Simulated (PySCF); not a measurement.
As²⁺: atomic calculation

- system: As²⁺, configuration 1s2 2s2 2p6 3s2 3p6 3d10 4s2 4p1, multiplicity 2.
- method: unrestricted B3LYP, cc-pVDZ-PP with ECP10, scalar-relativistic core potential (PySCF)

### Log (extracts)
```
damping factor = 0
level_shift factor = 0
DIIS = <class 'pyscf.scf.diis.CDIIS'>
diis_start_cycle = 1
diis_space = 10
diis_damp = 0
SCF conv_tol = 1e-09
SCF conv_tol_grad = None
number electrons alpha = 11  beta = 10
XC functionals = B3LYP
    P. J. Stephens, F. J. Devlin, C. F. Chabalowski, and M. J. Frisch.,  J. Phys. Chem. 98, 11623 (1994)
cycle= 1 E= -331.416889721336  delta_E= -0.00569  |g|= 0.028  |ddm|= 0.239
cycle= 2 E= -331.417078692307  delta_E= -0.000189  |g|= 0.00952  |ddm|= 0.0493
cycle= 3 E= -331.417104571657  delta_E= -2.59e-05  |g|= 0.00027  |ddm|= 0.0152
cycle= 4 E= -331.417104625388  delta_E= -5.37e-08  |g|= 2.02e-05  |ddm|= 0.000671
cycle= 5 E= -331.417104625573  delta_E= -1.85e-10  |g|= 2.91e-07  |ddm|= 4.22e-05
converged SCF energy = -331.417104625573  <S^2> = 0.75182118  2S+1 = 2.0018204
```

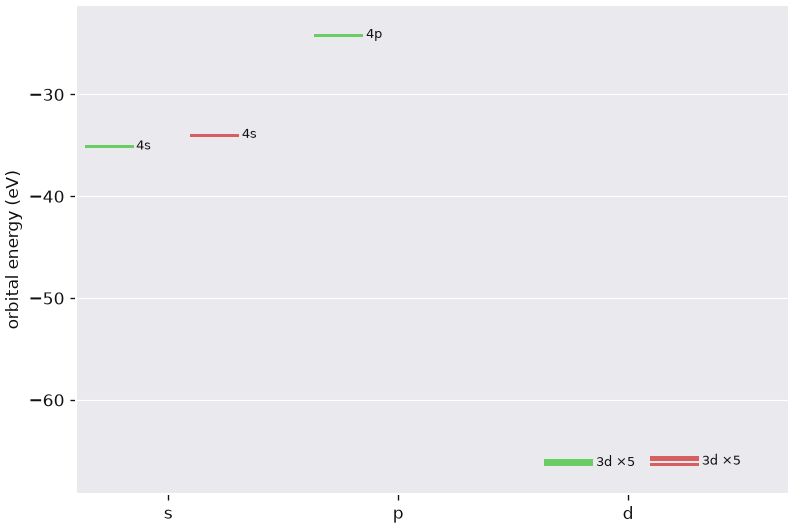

*Orbital energies of the mean field, from the top down to −66.3 eV, by angular momentum, α spin at the left of each column and β at the right; ×n counts the orbitals under one label.*

The highest filled orbital is 4p α at −24.1 eV, the lowest empty one p α at −22.0 eV.

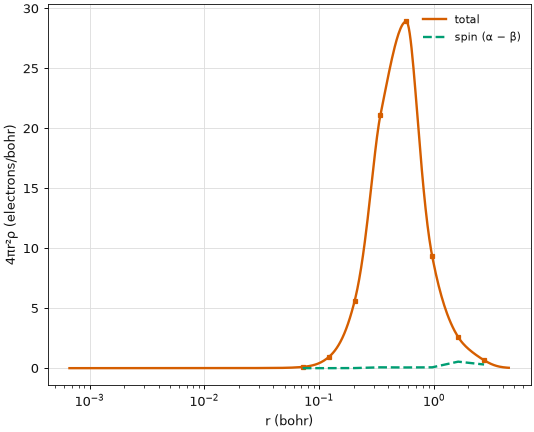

*Spherically averaged radial density 4πr²ρ of the mean field (valence electrons alone, under a core potential) and its spin part; markers are the stored points, which are sparse, and the line is a monotone interpolation between them.*

The largest stored value is 28.9 electrons/bohr at r = 0.58 bohr. Root-mean-square radii of the shells: 3s 0.644, 3p 0.671, 3d 0.747, 4s 1.94, 4p 2.31 bohr.

### The input
```python
from pyscf import gto, scf, dft, mp, cc
import basis_set_exchange as bse
txt = bse.get_basis("cc-pVDZ-PP", elements=["As"], fmt="nwchem", header=False)
cut = txt.index("\nECP")
mol = gto.M(atom="As 0 0 0", charge=2, spin=1, symmetry="D2h",
            basis=gto.basis.parse(txt[:cut]),
            ecp={"As": gto.basis.parse_ecp(txt[cut:])})
mf = dft.UKS(mol, xc="B3LYP")
mf.irrep_nelec = {'Ag': (4, 4), 'B1g': (1, 1), 'B2g': (1, 1), 'B3g': (1, 1), 'B1u': (1, 1), 'B2u': (2, 1), 'B3u': (1, 1)}
mf.kernel()
```

The script is an equivalent of what the driver set up; the driver started from orbitals of its own, so the log can be shorter than this script's would be, and it computed the properties (radii, ⟨L²⟩, response) afterwards. It also set what the script leaves out: ang = 26. It held the occupations shell by shell, which the script's counts by irreducible representation don't always enforce.

The run was one of a batch that the task file lists, launched with:
```bash
OMP_NUM_THREADS=1 python <driver script> TASK.json OUT
```

### What the run reported

```tsv
quantity	value
outcome	converged
total energy (valence electrons, under a core potential)	−331.417105 hartree
⟨S²⟩	0.752
⟨L²⟩	2.01
SCF iterations	5
hardware	1 thread of Arm Neoverse N1, 15 GiB of memory available, shared host
```

### What is odd here

One thing in this input was made odd on purpose: angular grid far too coarse. The program ran to the end. Its numbers are those of this setting; this run alone doesn't show how far the oddity moves them.
